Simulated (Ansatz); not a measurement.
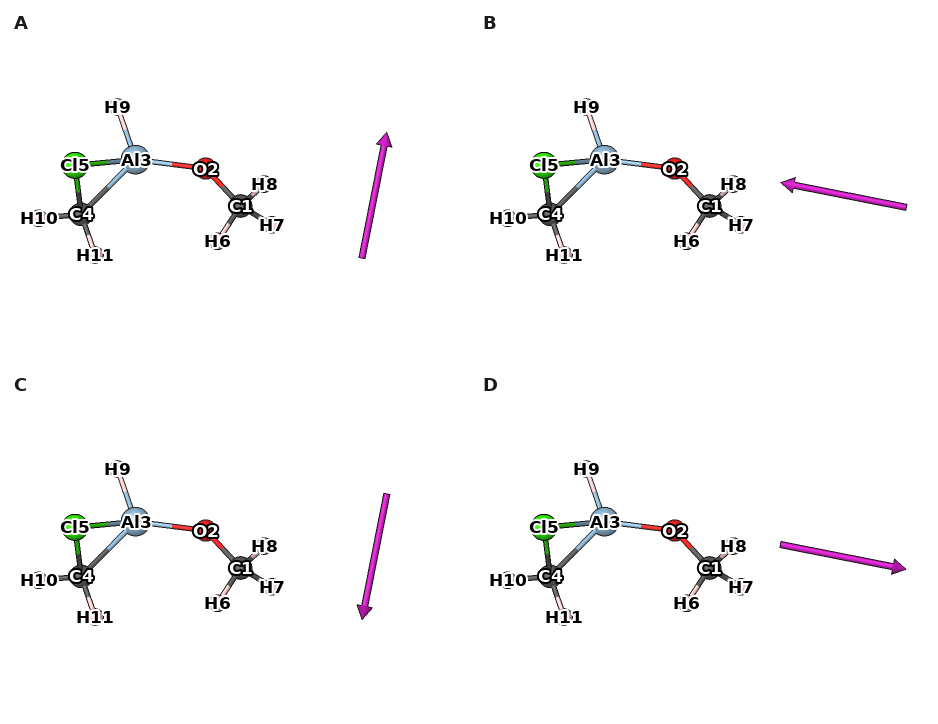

The same molecule four times, each with an arrow. The geometry was computed by an optimisation with PBE-D4/def2-SVP. No frequency run is at hand to confirm it as a minimum. Properties computed with RKS PBE-D4/def2-SVP (Ansatz 0.2.0).

Which arrow points along the dipole moment, from the negative to the positive end?

C. The dipole moment is 2.12 D; it points from the side of H9 to the side of H11 (the outermost atoms at the two ends).
